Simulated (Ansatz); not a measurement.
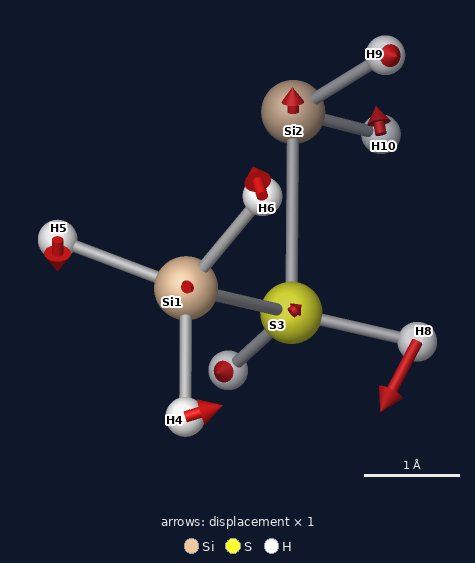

A relaxation of Si$_{2}$H$_{7}$S (charge +1). The starting structure is drawn; red arrows show the displacements, at their true length. The two geometries are superimposed by the best rigid fit.

The picture is a ball-and-stick view, seen from a free direction.

It is one of the separated reactants of a reaction.

The calculation used RKS PBE-D4/def2-SVP (Ansatz). Set-up: force threshold 0.03 eV/Å; at most 250 steps.

Question: Which element moves most?

Answer: Hydrogen: up to 0.86 Å, against 0.28 Å for silicon.

Question: What did the optimiser do to the structure, and how much energy did it gain?

Answer: Over 18 geometry steps the energy falls by 1.513 eV. Largest force component: 3.2 eV/Å at the start, 0.02 eV/Å at the end. The forces were under the threshold at step 9, but the run went on from there. The largest move after the best rigid fit is that of an H atom, 0.86 Å. By element the largest moves are H 0.86 Å, Si 0.28 Å, S 0.14 Å. Some distances before and after: S–Si 2.309 → 2.424 Å, H–Si 1.420 → 1.532 Å, H–S 1.360 → 1.422 Å, S–Si 2.353 → 2.338 Å. Among the angles between lasting bonds that change: Si–S–H 101.3° → 145.6°, H–S–H 112.0° → 92.5°, Si–S–H 118.4° → 101.1°. Cost: 28 s on 2 threads of Arm Neoverse V1, with other jobs on the host.
